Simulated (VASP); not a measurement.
Band structure of RhSe (relaxed from the wurtzite structure, space group P6_3mc). All values below come from r2SCAN meta-GGA, VASP's PBE PAW potentials (set 64) (plane waves; VASP).

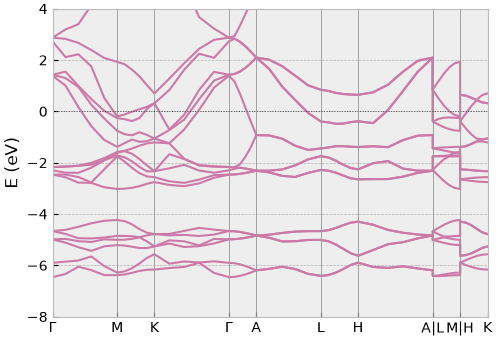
*Bands along high-symmetry lines, zero at the valence-band maximum or, without a gap, the Fermi level*

**Question.** Read the plot: is there a gap, and where are the band edges?

**Answer.** It has no gap at this level: it comes out as a metal or semimetal.

The structure was generated: RhSe was put into the wurtzite type (P6_3mc), which need not be its known phase. It was relaxed first, which changed the volume by -27 %.
